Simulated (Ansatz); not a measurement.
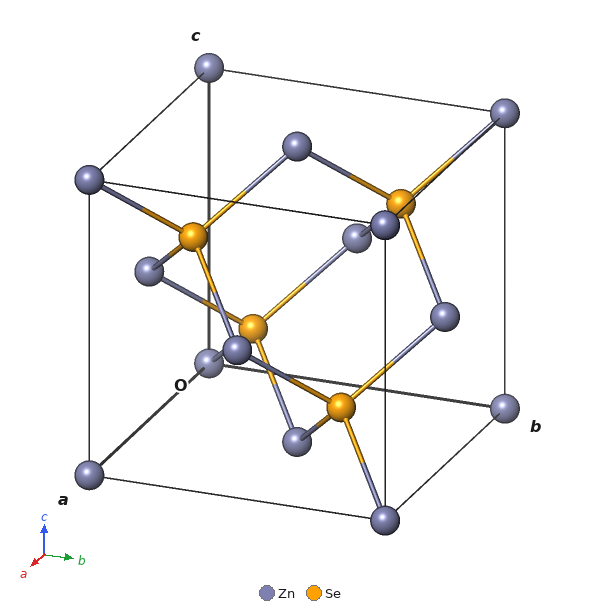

One unit cell is drawn above. Crystal: ZnSe, a calculation's input that goes back to an entry of the Crystallography Open Database (an earlier step may have relaxed or displaced it). Symmetry computed with spglib at a tolerance of 0.002 Å; standard conventional cell.

```
Zn Se
1.0
     5.66760    0.00000    0.00000
     0.00000    5.66760    0.00000
     0.00000    0.00000    5.66760
Zn Se
4 4
Direct
  0.00000 0.00000 0.00000
  0.00000 0.50000 0.50000
  0.50000 0.00000 0.50000
  0.50000 0.50000 0.00000
  0.25000 0.25000 0.25000
  0.25000 0.75000 0.75000
  0.75000 0.25000 0.75000
  0.75000 0.75000 0.25000
```

Q: What is its point group?

A: -43m (Td), order 24, cubic system: three −4 axes, four threefold axes, six mirror planes.

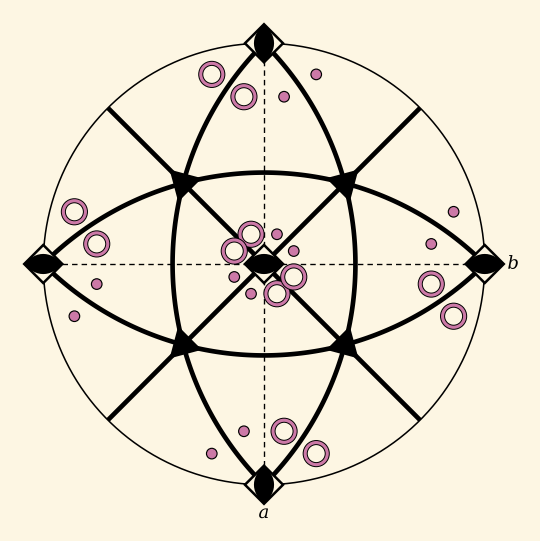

Stereographic projection: filled dots lie in the upper hemisphere, open rings in the lower; heavy lines are mirror planes (a heavy rim: a mirror in the plane of the page); lens, triangle, square and hexagon are 2-, 3-, 4- and 6-fold axes, a lens in an open square is −4, a triangle in an open hexagon −6; thin dashed diameters join the ends of axes that lie in the page; a small open circle marks inversion. The poles are one general form. The c axis points at the viewer.

Q: What does this class allow?

A: Class -43m is not centrosymmetric; not polar, but piezoelectricity is allowed; it is not chiral. Its Laue class is m-3m.
